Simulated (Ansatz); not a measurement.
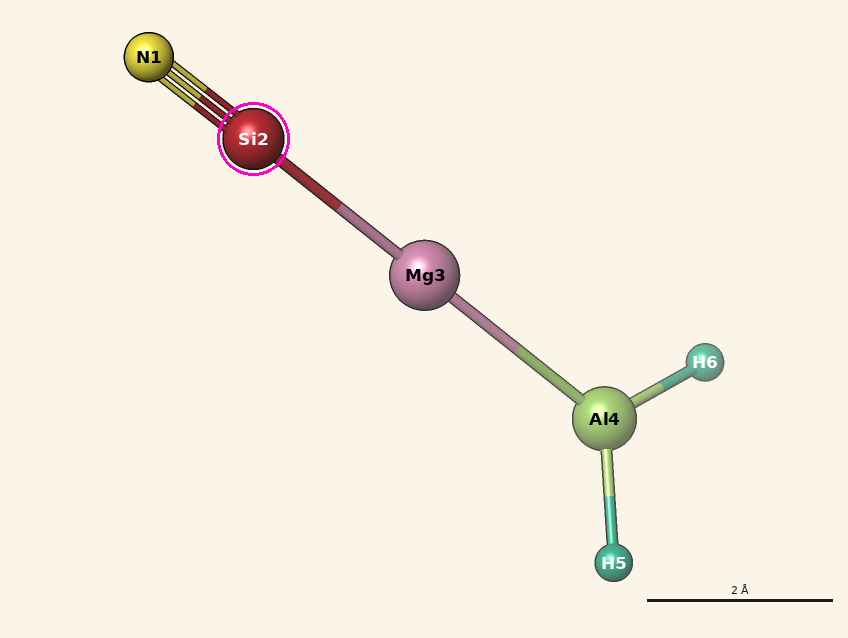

Orthographic view. Atoms fade into the background with distance from the viewer. The geometry was computed by an optimisation with PBE0-D4/def2-TZVP. No frequency run is at hand to confirm it as a minimum.

Q: Which atoms are bonded to the circled atom?

A: The circled atom is Si2; it is bonded to N1, Mg3.

Q: What is the shortest path along bonds from the circled atom to H6?

A: Si2–Mg3–Al4–H6, 3 bonds; through space the two are 6.29 Å apart.

Q: Which atom is farthest from the viewer?

A: H6, 1.9 Å behind the mean position.

Q: Which atom is nearest the viewer?

A: N1, 1.9 Å in front of the mean position.
